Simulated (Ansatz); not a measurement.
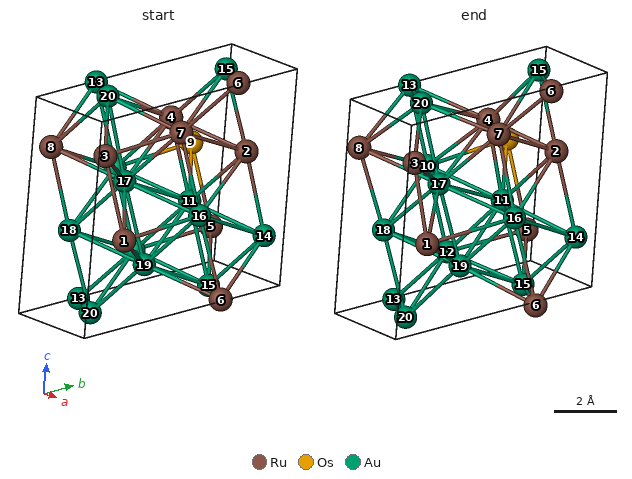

The structure of solid OsRu₈Au₁₁ (a generated structure, set up in P1) (coarse preliminary run) before (left) and after (right) a relaxation, at one scale.

The picture is a ball-and-stick view of the cell of the calculation, seen slightly off an axis.

Case: elements placed on the hcp lattice with unlike neighbours.

Level of theory: DFT r2SCAN, scalar-relativistic, plane waves, PAW (Ansatz 0.2.0). Set-up: plane-wave cutoff 500 eV; k-point mesh 2 × 2 × 2; occupations gaussian; smearing width 0.1 eV; mesh shifted by (0.5, 0.5, 0.5); no spin polarisation; cell and atoms relaxed; force threshold 0.04 eV/Å; at most 50 steps.

**What changed between the two?**

Ru1 moves most relative to the cell: 0.30 Å roughly along [1 −3 0]. By element the largest moves are Ru 0.30 Å, Os 0.19 Å, Au 0.14 Å. The drawn cell changes as follows: a 6.734 → 6.610 Å (−1.8 %), b 6.734 → 6.777 Å (+0.6 %), c 7.556 → 7.452 Å (−1.4 %), α 76.1° → 76.9°, β 76.1° → 77.0°, γ 85.5° → 87.6°; the volume changes by −1.8 %. Near-neighbour distances that change, for instance: Ru1–Au16 2.820 → 3.215 Å, Ru3–Ru7 2.799 → 3.159 Å, Ru6–Ru8 2.851 → 2.511 Å, Ru6–Os9 2.872 → 2.537 Å. The space group stays P1 (No. 1). After 6 accepted moves (7 points after the start) the energy has fallen by 118 meV per atom. Largest force component: 2.2 eV/Å at the start, 0.017 eV/Å at the end. Pressure: −6.89 GPa at the start and 0.00 GPa at the end. At 1 point the geometry stayed and the basis and grid were re-selected for the new cell (energy shift of 0.1 meV per atom at most each time). Cost: 100 s on 4 threads of AMD EPYC 9R45 96-Core Processor (Zen 5), on a shared host, peak memory 2.4 GiB.

Limits of the set-up: the k-point mesh is coarse for a cell with partly filled bands.
